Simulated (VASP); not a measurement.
Band structure of AlAs (zinc blende). Method: modified Becke-Johnson potential (mBJ) with spin-orbit coupling, VASP's PBE PAW potentials (set 64) (plane waves; VASP).

mBJ is a potential without an energy functional, so only the levels count.

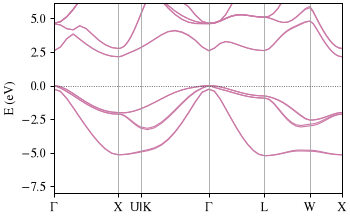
Figure: Bands along high-symmetry lines, zero at the valence-band maximum or, without a gap, the Fermi level

Problem. Read the plot: is there a gap, and where are the band edges?

Solution. The gap is indirect, 2.14 eV, from the valence maximum at Γ to the conduction minimum at X.

Measured: gap 2.28 eV (computed value off by -0.14 eV), as given by Wei Chen et al., Physical Review Materials (2018), doi:10.1103/physrevmaterials.2.073803 [zero-point renormalisation of 0.04 eV added back (the table's ZPR column)].

The compound is AlAs in the zinc blende structure. It was relaxed first. The cell's shape comes from a PBE relaxation.
